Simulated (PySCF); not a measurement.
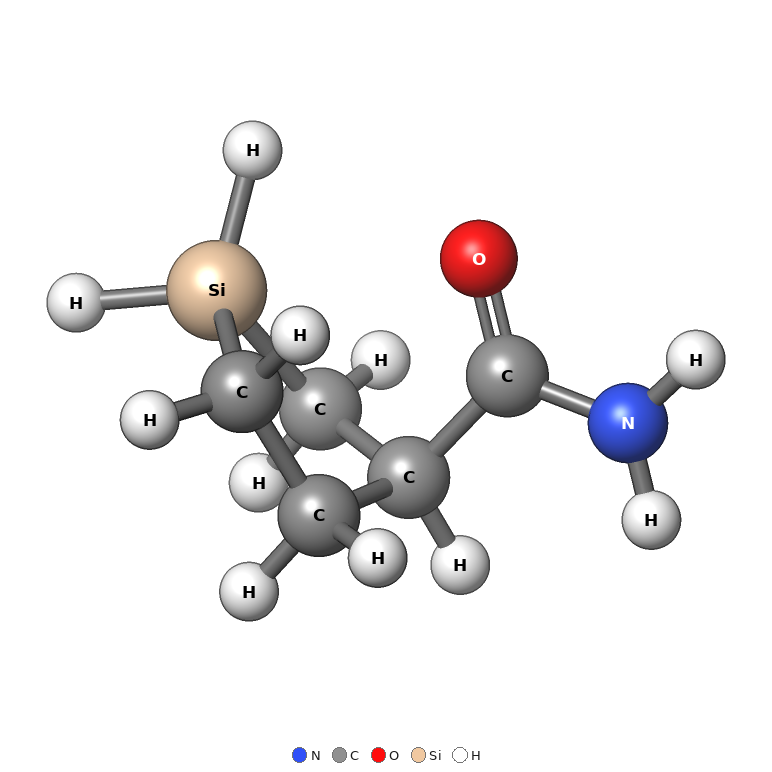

The geometry was computed by an optimisation with GFN2-xTB. No frequency run is at hand to confirm it as a minimum. Method: PBE0/pcSseg-1, gas phase (PySCF 2.14.0).

Predict the main results.

The species is C₅H₁₁NOSi (`NC(=O)[C@H]1CC[SiH2]C1`).
- dipole moment: 4.22 D
- HOMO energy (Kohn–Sham orbital): −7.37 eV
- LUMO energy (Kohn–Sham orbital): 0.61 eV
- HOMO–LUMO gap: 7.98 eV

The geometry is semi-empirical. Around Si such bond lengths and angles can be off by a tenth of an ångström or more and by several degrees, and values that hang on the shape move with them.
